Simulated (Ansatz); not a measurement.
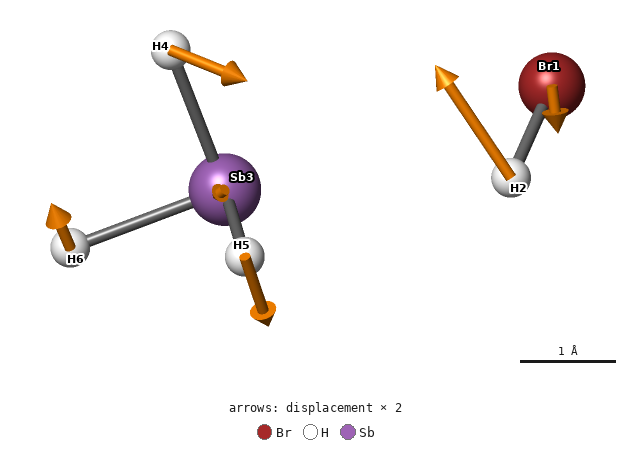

This is a relaxation of SbH₄Br. The starting structure is drawn; orange arrows show the displacements, magnified 2 times. The two geometries are superimposed by the best rigid fit.

Style: ball-and-stick. Shown at a tilt.

The calculation used RKS PBE0-D4/def2-TZVP in Ansatz 0.2.0.

The input:
```yaml
crystal:
  periodic: [false, false, false]
  atoms:
    - {symbol: Br, position_ang: [-0.379320, 1.017318, -2.671666]}
    - {symbol: H, position_ang: [0.230910, -0.282610, -2.702426]}
    - {symbol: Sb, position_ang: [-0.648593, 0.053209, 1.154180]}
    - {symbol: H, position_ang: [0.751100, 1.068711, 1.296666]}
    - {symbol: H, position_ang: [0.281318, -1.119093, 0.275379]}
    - {symbol: H, position_ang: [-0.235416, -0.737535, 2.647867]}
basis:
  gaussian: {orbitals: def2-TZVP}
hamiltonian: {xc: pbe0, dispersion: d4}
relax: {f_tol: 0.005, max_steps: 200}
```

Command:
```bash
ansatz run in.yaml --threads 4 --pin off --events-out ev --progress --plain --max-ram 9574MiB
```

Question: Which element moves most?

Answer: Hydrogen: up to 0.72 Å, against 0.26 Å for bromine.

Question: What did the optimiser do to the structure, and how much energy did it gain?

Answer: Over 26 accepted moves (32 points after the start) the energy falls by 2.62 kJ/mol. The largest force component goes from 0.66 to 0.0039 eV/Å. The line search rejected the trial steps at points 5, 8, 13, 15, 18, 27 of the run. The forces were under the threshold at step 12, but the run went on from there. H2 moves most after the best rigid fit: 0.72 Å. Largest moves by element: H 0.72 Å, Br 0.26 Å, Sb 0.11 Å. Some distances before and after: Sb3–H4 1.735 → 1.708 Å, Br1–H2 1.436 → 1.421 Å.

Limits of the set-up: the start holds two separate molecules, 3.1 Å apart at their closest, whose relative position is a soft coordinate.
